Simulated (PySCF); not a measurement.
# C2H2N2Si: the cost of one run

Programs: PySCF 2.14.0, with density-fitted response routines of our own. Each step states its level of theory. These are calculated values for one molecule, in the gas phase or a continuum, unless marked as measured. Atoms count from 0, in the outputs and in this text.

### Step 1. Starting geometry

7 atoms, charge 0, multiplicity 1; geometry from: GFN2-xTB. The atoms were then displaced at random by about 0.01 Å, so the start is not that level's minimum.

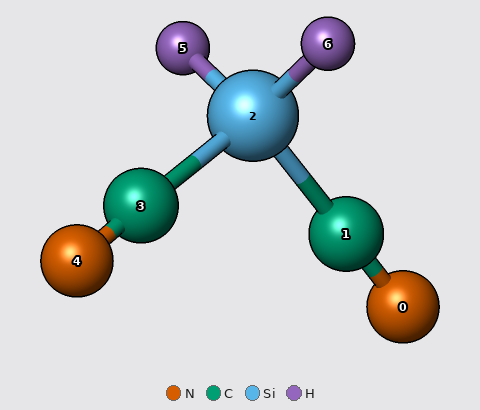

The starting geometry (nitrogen orange, carbon teal, silicon blue, hydrogen purple), atoms numbered.

### Step 2. Geometry optimisation at PBE0-D3(BJ)/def2-SVP

Job settings and geometry (Å):

```
{"job": {"xc": "PBE0", "basis": "def2-SVP", "d3": "d3bj", "grid": 1, "shake": 0.01, "kind": "geom"}, "charge": 0, "multiplicity": 1}
N     -2.356940    -1.234110    -0.010820
C     -1.471980    -0.519970    -0.006510
Si    -0.019650     0.638010     0.001840
C      1.500300    -0.513010    -0.026960
N      2.375240    -1.214900    -0.055640
H      0.005200     1.387080     1.266110
H      0.001780     1.427790    -1.217960
```

On the command line:

```console
OMP_NUM_THREADS=1 python probes_run.py task.json out
```

One launch serves the whole session: the jobs run in the order shown.

Q: Estimate the wall time and peak memory of this first job on 1 thread of Intel Xeon Platinum 8488C, shared host.

About 23 s, with a peak of 0.36 GiB.
